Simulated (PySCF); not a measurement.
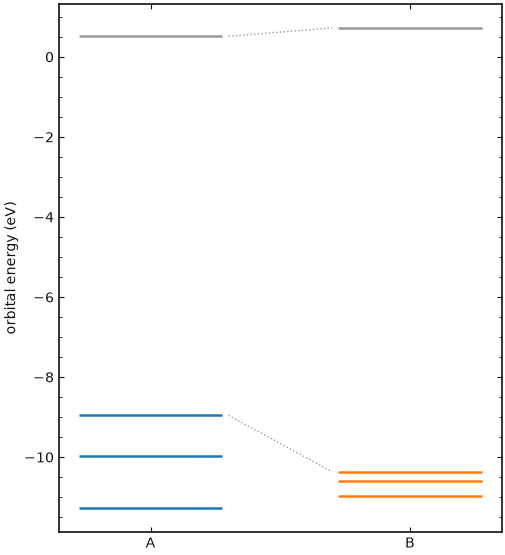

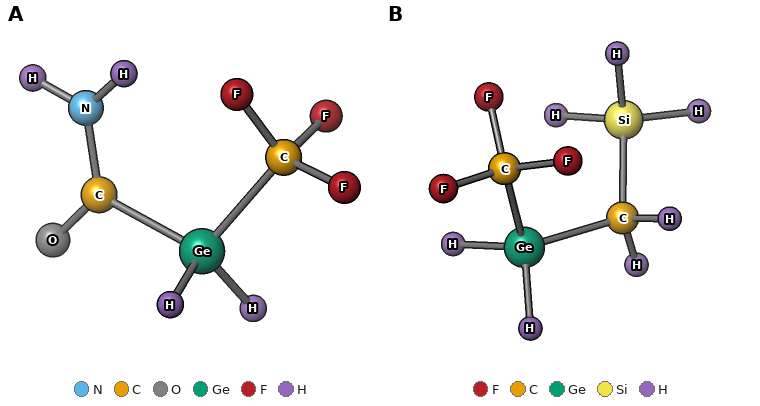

Related molecules: A is C₂H₄F₃GeNO, SMILES N[C](=O)[GeH2][C](F)(F)F, singlet; B is C₂H₇F₃GeSi, SMILES F[C](F)(F)[GeH2][CH2][SiH3], singlet. Frontier orbital energies, CAM-B3LYP/def2-SVPD in PySCF 2.14.0, at a PBE0-D3(BJ)/def2-SVP geometry (no frequency check); drawn are at most three filled levels and, in grey, the LUMO with any level within 0.03 eV of it; dotted lines join the HOMOs and the LUMOs.

> What does the change do to the frontier levels?

From A to B the HOMO falls by 1.41 eV and the LUMO rises by 0.21 eV, so the separation goes from 9.47 to 11.09 eV.

> Does the ΔSCF ionisation energy follow the HOMO?

A: −ε(HOMO) 8.96, ΔSCF 9.74 eV; B: −ε(HOMO) 10.37, ΔSCF 11.11 eV.

Limits of at least one run: empty levels above zero depend strongly on the basis; one conformer of a flexible molecule.
